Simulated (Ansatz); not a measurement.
# GeH3OSi (charge +1): what the fields show

```xyz
6

Ge    1.0690   -1.0583    2.0845
O    -0.3972   -2.3319    2.0338
Si   -1.5320   -3.3887    1.8253
H    -2.8446   -2.9461    1.3293
H    -1.2584   -4.8048    2.1162
H     0.7011   -0.7244    3.6100
```

Geometry: B3LYP/6-31G*.

All numbers below come from Ansatz 0.2.0, isolated molecule in a Gaussian basis; Kohn-Sham density functional theory, functional PBE0.

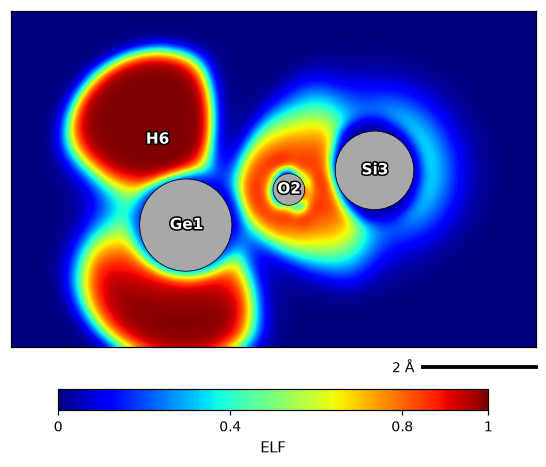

Figure 1. Electron localisation function on the plane of atoms Ge1, O2 and Si3. Grey discs cover the atomic cores.

### Interpret the plot.

The section cuts through Ge, O, Si and H sites. Si–O (1.56 Å): the ELF peaks at about 0.85 between the atoms (a polar covalent bond). Ge–O (1.94 Å): the ELF peaks at about 0.85 in the valence shell of O, 0.6 Å from its nucleus, and is about 0.25 at the midpoint. Ge–H (1.60 Å): the ELF climbs to about 1 towards the hydrogen. The ELF also peaks beside O2, away from the bonds: lone-pair regions.

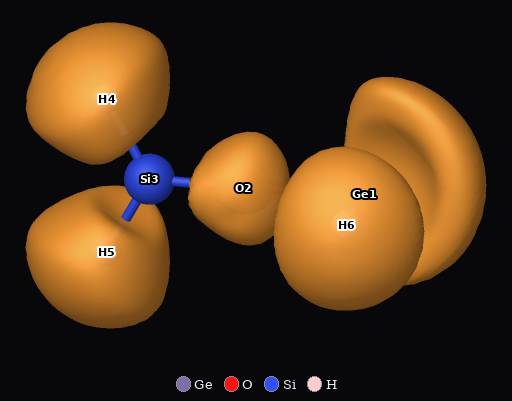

Figure 2. Isosurface of the ELF at 0.75 (orange), seen at an oblique angle. Only the valence region is drawn (cores and ρ < 0.01 e/Å³ removed).

### What do the ELF domains correspond to?

The ELF exceeds this value in three regions around hydrogen nuclei, one lobe on Ge, pointing away from the bonds (lone pairs) and one region wrapped around O (its valence shell).

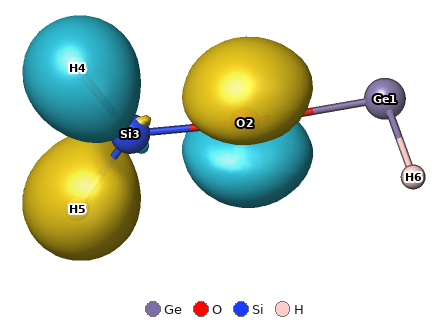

Figure 3. The HOMO−1 at ±0.15 Å⁻³ᐟ² (yellow and cyan are the two phases), seen at an oblique angle.

### Where does this orbital lie, and at what energy?

By Hirshfeld shares it lies mainly on O2 (about 45 %), Si3 (about 20 %), H4 (about 15 %) and H5 (about 15 %). Its energy is −15.09 eV.
